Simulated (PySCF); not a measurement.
# Cu2 (SMILES [Cu][Cu]) at M06-2X/def2-SVPD

Aim: the vertical singlet–triplet gap of Cu2 at M06-2X/def2-SVPD, from 2 runs. Input form: a Python script.

Program for the calculation: PySCF 2.14.0.

9 further runs of the same task are left out: 3 that didn't finish, 6 set aside as unsound or not needed.

**1. The system as given**

The species is Cu2 (2 atoms), meant as a singlet with charge 0. As SMILES, `[Cu][Cu]`. Geometry: the measured bond length.

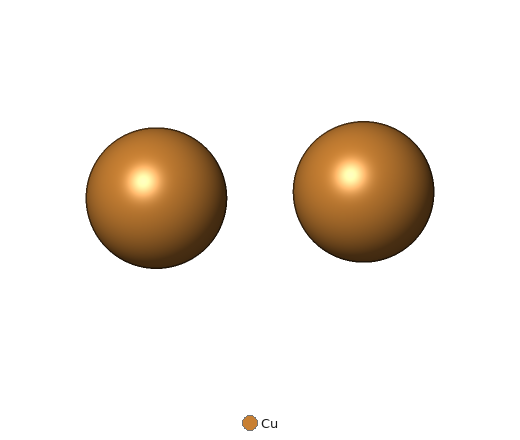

Viewed from a chosen angle; copper orange.

**2. A single-point energy at M06-2X/def2-SVPD**

Input file input.py:

```python
from pyscf import gto, dft

molecule = gto.M(
    atom='Cu 0.000000 0.000000 0.000000; Cu 0.000000 0.000000 2.219700',
    verbose=3,
    max_memory=1860,
    basis='def2-svpd',
)

mf = dft.RKS(molecule)
mf.xc = 'm06-2x'
mf.conv_tol = 1e-10
mf.grids.level = 5
mf.kernel()
if not mf.converged:
    mf = mf.newton().run(mf.mo_coeff, mf.mo_occ)

energy = mf.e_tot
print('E(%s) = %.9f' % ('M06-2X', energy))
```

Command:

```bash
OMP_NUM_THREADS=1 python input.py
```

The log of the run:

```text
converged SCF energy = -3280.46957615438
E(M06-2X) = -3280.469576154
```

Run time: 9 s. Hardware: 1 thread of Arm Neoverse V1, shared host; peak memory 0.34 GiB.

**3. The triplet, same level**

Input file job.py:

```python
from pyscf import gto, dft

mol = gto.M(
    atom='''
Cu     0.000000     0.000000     0.000000
Cu     0.000000     0.000000     4.194625
''',
    verbose=4,
    basis='def2-svpd',
    max_memory=1860,
    unit='bohr',
    spin=2,
)

calc0 = dft.UKS(mol)
calc0.xc = 'm06-2x'
calc0.grids.level = 5
calc0.conv_tol = 1e-10
calc0.kernel()
if not calc0.converged:
    calc0 = calc0.newton().run(calc0.mo_coeff, calc0.mo_occ)

energy = calc0.e_tot
print('Final energy', energy)
```

Command:

```bash
OMP_NUM_THREADS=1 python job.py
```

The log of the run:

```text
PySCF version 2.14.0

[INPUT] num. atoms = 2
[INPUT] num. electrons = 58
[INPUT] charge = 0
[INPUT] spin (= nelec alpha-beta = 2S) = 2
[INPUT] symmetry False subgroup None
[INPUT] Mole.unit = bohr
[INPUT] Symbol           X                Y                Z      unit          X                Y                Z       unit  Magmom
[INPUT]  1 Cu     0.000000000000   0.000000000000   0.000000000000 AA    0.000000000000   0.000000000000   0.000000000000 Bohr   0.0
[INPUT]  2 Cu     0.000000000000   0.000000000000   2.219699958355 AA    0.000000000000   0.000000000000   4.194625000000 Bohr   0.0

nuclear repulsion = 200.494680692553
number of shells = 24
number of NR pGTOs = 152
number of NR cGTOs = 68
basis = def2-svpd
ecp = {}

******** <class 'pyscf.dft.uks.UKS'> ********
method = UKS
initial guess = minao
damping factor = 0
level_shift factor = 0
DIIS = <class 'pyscf.scf.diis.CDIIS'>
diis_start_cycle = 1
diis_space = 8
diis_damp = 0
SCF conv_tol = 1e-10
SCF conv_tol_grad = None
SCF max_cycles = 50
direct_scf = True
direct_scf_tol = 1e-13
number electrons alpha = 30  beta = 28
XC library pyscf.dft.libxc version 7.0.0
    S. Lehtola, C. Steigemann, M. J.T. Oliveira, and M. A.L. Marques.,  SoftwareX 7, 1–5 (2018)
XC functionals = m06-2x
    Y. Zhao and D. G. Truhlar.,  Theor. Chem. Acc. 120, 215 (2008)
    Y. Zhao and D. G. Truhlar.,  Theor. Chem. Acc. 120, 215 (2008)
radial grids:
    Treutler-Ahlrichs [JCP 102, 346 (1995); DOI:10.1063/1.469408] (M4) radial grids

becke partition: Becke, JCP 88, 2547 (1988); DOI:10.1063/1.454033
pruning grids: <function nwchem_prune>
grids dens level: 5
symmetrized grids: False
atomic radii adjust function: <function treutler_atomic_radii_adjust>
small_rho_cutoff = 0
Set gradient conv threshold to 1e-05
tot grids = 89472
init E= -3279.78425637863
[... the frontier-level lines of each cycle are left out ...]


cycle= 1 E= -3280.31427366689  delta_E= -0.53  |g|= 0.533  |ddm|= 1.86


cycle= 2 E= -3280.24224444423  delta_E= 0.072  |g|= 0.728  |ddm|= 1.63
cycle= 3 E= -3280.39090838299  delta_E= -0.149  |g|= 0.0182  |ddm|= 0.622
cycle= 4 E= -3280.39106474774  delta_E= -0.000156  |g|= 0.0036  |ddm|= 0.0638
cycle= 5 E= -3280.39109994253  delta_E= -3.52e-05  |g|= 0.00185  |ddm|= 0.0447
cycle= 6 E= -3280.39111594525  delta_E= -1.6e-05  |g|= 0.000908  |ddm|= 0.0348
cycle= 7 E= -3280.39112131158  delta_E= -5.37e-06  |g|= 0.000275  |ddm|= 0.0217
cycle= 8 E= -3280.39112193657  delta_E= -6.25e-07  |g|= 9.61e-05  |ddm|= 0.00391
cycle= 9 E= -3280.39112201028  delta_E= -7.37e-08  |g|= 3.19e-05  |ddm|= 0.00188
cycle= 10 E= -3280.39112201296  delta_E= -2.68e-09  |g|= 5.36e-06  |ddm|= 0.000687
cycle= 11 E= -3280.39112201303  delta_E= -6.46e-11  |g|= 1.25e-06  |ddm|= 0.000122
Extra cycle  E= -3280.39112201303  delta_E=    0  |g|= 7.96e-07  |ddm|= 1.96e-05
converged SCF energy = -3280.39112201303  <S^2> = 2.0003319  2S+1 = 3.0002213
Final energy -3280.3911220130267
```

Wall time 20 s (1 thread of Arm Neoverse V1, shared host); peak memory 0.36 GiB.

**4. What came out**

At M06-2X/def2-SVPD:

| quantity | value |
| --- | --- |
| singlet: total energy | -3280.46958 Eh |
| singlet: dipole moment | 0.00 D |
| singlet: HOMO energy | -6.04 eV |
| singlet: LUMO energy | -1.48 eV |
| singlet: HOMO–LUMO gap | 4.56 eV |
| triplet: total energy | -3280.39112 Eh |
| triplet: dipole moment | 0.00 D |
| triplet: HOMO energy (highest over α and β) | -4.05 eV |
| triplet: LUMO energy (lowest over α and β) | -3.65 eV |
| triplet: ⟨S²⟩ | 2.000 |
| vertical energy of the triplet above the singlet | 2.135 eV |

What this shows: At this shape the triplet lies 2.13 eV (206 kJ/mol) above the singlet.
